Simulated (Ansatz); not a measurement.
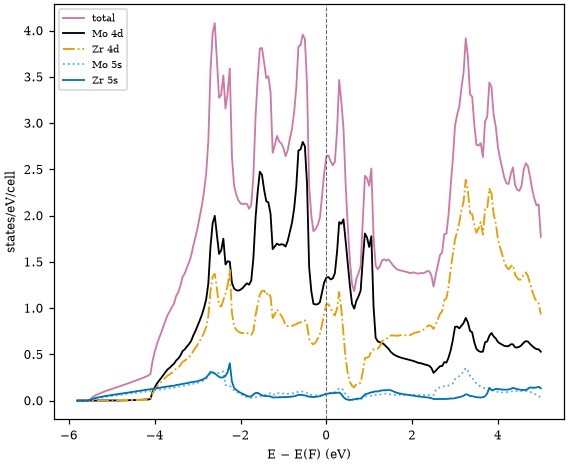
Fig. 1. Total and projected density of states of ZrMo (rock salt, space group No. 225), plane-wave PAW PBEsol (Ansatz code)

**Question.** Which orbitals carry the states next to the Fermi level?

**Answer.** Within 0.5 eV of the Fermi level: Mo 4d 59 %, Zr 4d 32 %. Projections are on Löwdin-orthogonalised atomic valence shells; empty p or d shells of many metals are not among them.

**Question.** Where is the tallest occupied peak in this window, and what makes it?

**Answer.** Near -2.6 eV, about 4.1 states/eV per cell; the largest projected share is Mo 4d.

Space group Fm-3m (rock salt). The start of the workflow was typed in or built on a structure type; neither database checked (COD, Materials Project) lists it. Its standing as an ambient phase is unchecked. The PBEsol relaxation kept the symmetry of its start. At this level the phase is mechanically unstable. No spin polarisation was allowed. Its formation energy is positive at this level, so the cell may be metastable or incomplete. Scalar-relativistic: spin–orbit coupling is off unless named, which matters more the heavier the elements.

Potentials: the later of the program's two PAW sets.
